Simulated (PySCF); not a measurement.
## Electronic structure of C₇H₁₁OP in real space

```xyz
20

C     3.2913    1.0904   -0.0490
C     1.9943    0.9414   -0.2526
P     1.1709   -0.5585    0.3552
O     2.0656   -1.5004    1.0364
C    -0.3197    0.0009    1.2162
C    -1.3924   -0.0402    0.4314
C    -2.7783    0.3403    0.8287
C    -1.1653   -0.4931   -0.9899
C     0.1810   -1.2112   -1.0614
H     3.8376    0.3199    0.4728
H     3.8463    1.9538   -0.3812
H     1.3895    1.6770   -0.7630
H    -0.3188    0.3077    2.2485
H    -3.1450    1.1438    0.1902
H    -2.8148    0.6683    1.8639
H    -3.4488   -0.5097    0.7042
H    -1.9831   -1.1374   -1.3215
H    -1.1644    0.3869   -1.6400
H     0.0665   -2.2813   -0.8707
H     0.6826   -1.0878   -2.0211
```

Geometry: GFN2-xTB.

Level of theory: PySCF, PBE0/pcSseg-1, SCF density, gas phase, non-relativistic.

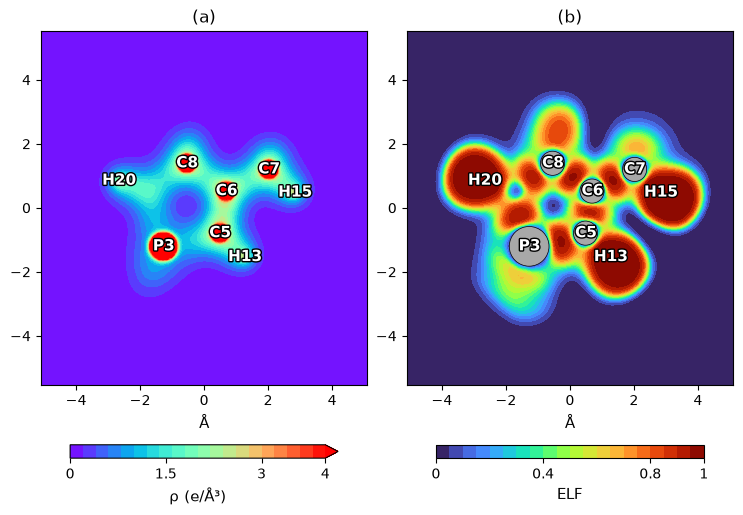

Figure 1. (a) electron density; (b) ELF on the plane of atoms C5, C6 and C7. Grey discs cover the atomic cores in the ELF map.

Q: What does the map show?

A: The section cuts through P, C and H sites. C–C (1.33 Å): ρ at the midpoint is about 2.3 e/Å³; the ELF peaks at about 0.90 between the atoms: a short, multiple covalent bond. C–P (1.81 Å): ρ at the midpoint is about 1.2 e/Å³; the ELF peaks at about 0.95 between the atoms; localised, covalent bonding. C–H (1.08 Å): ρ is about 2 e/Å³ halfway; the ELF climbs to about 1 towards the hydrogen, as it does in any bond to H (a covalent bond by its length). C–C (1.49 Å): ρ is about 1.7 e/Å³ halfway; the ELF peaks at about 0.95 between the atoms: a shared electron pair.

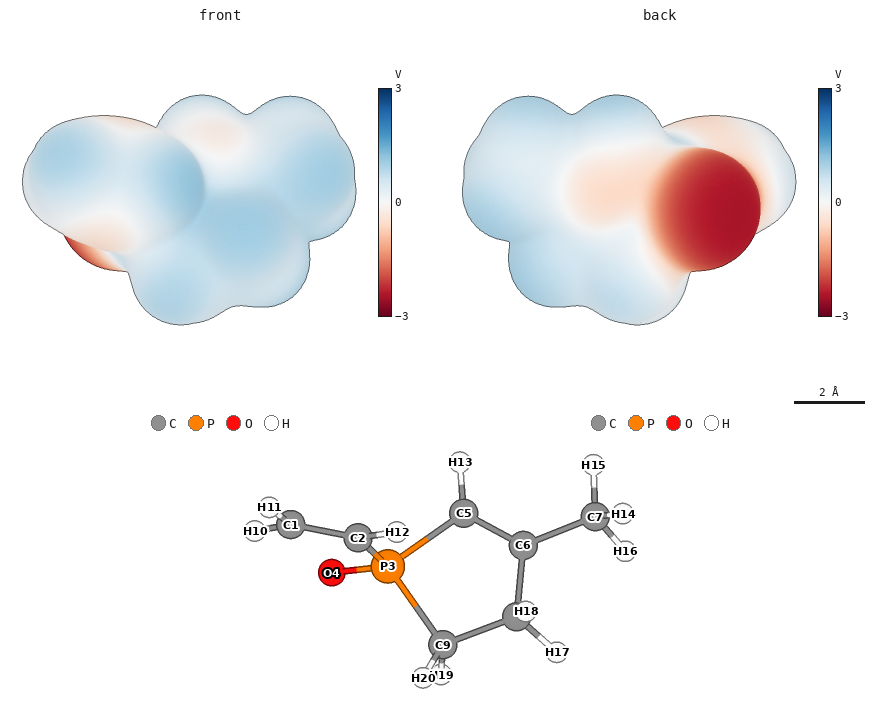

Figure 2. The electrostatic potential painted on the density surface at 0.002 e/bohr³, seen from the front and from behind; red is negative and blue positive. The bare structure is drawn below in the same view.

Q: Where is the surface potential most negative and most positive?

A: The most negative region (about −2.4 V) lies over O4, the most positive (about +1.1 V) over H12 and H18. O4 is the likeliest acceptor of a hydrogen bond.

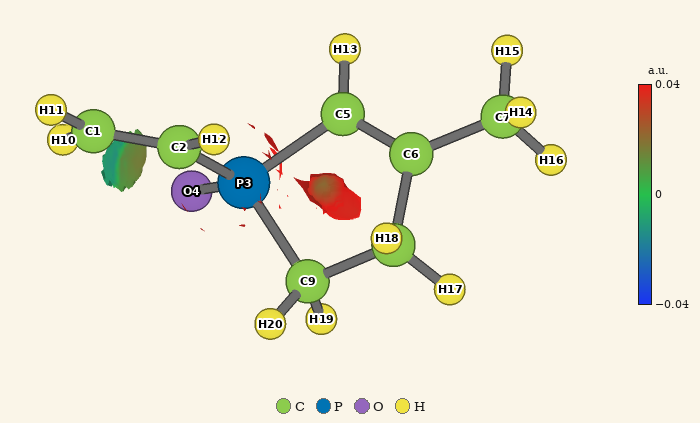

Figure 3. Non-covalent interaction (NCI) plot: the surface where the reduced density gradient is 0.6, for densities under 0.05 a.u., coloured by sign(λ₂)ρ; seen across its widest extent.

Q: Identify the weak interactions.

A: Near H10, O4 and C1: mostly steric crowding (olive to red); inside the ring or cage of P3, C5, C6, C8 and C9: steric crowding (red).
